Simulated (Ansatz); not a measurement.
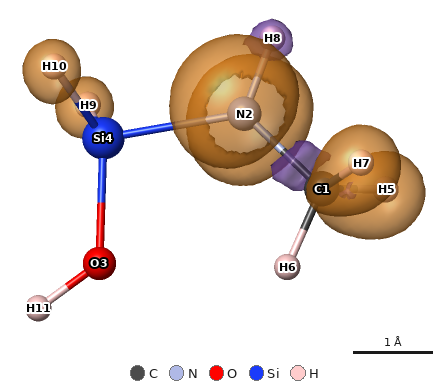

Figure. CH$_{7}$NOSi (SMILES C[NH+][SiH2]O) (charge +1, doublet). Isosurfaces of the spin density at +0.03 (orange) and −0.03 e/Å³ (purple), seen at a tilt.

Geometry: r2SCAN-D4/def2-SVP.

The calculation used Ansatz 0.2.0, isolated molecule in a Gaussian basis; Kohn-Sham density functional theory, functional PBE0.

```xyz
11

C    -0.2425    0.9783   -0.3898
N    -0.9414    0.4538    0.7343
O     0.6279   -1.6853    0.6909
Si   -0.6168   -1.1427    1.5874
H    -0.9624    1.1790   -1.2118
H     0.5503    0.2958   -0.7159
H     0.1697    1.9780   -0.1347
H    -1.7013    1.0529    1.0857
H    -1.9163   -1.8494    1.4538
H    -0.3206   -0.7075    2.9761
H     1.0912   -2.5259    0.8013
```

Question: Describe the spin distribution.

Answer: The unpaired spin (1 electron) lies mostly on N2 (about 0.7) and C1 (about 0.1), in electrons by Hirshfeld's partition.
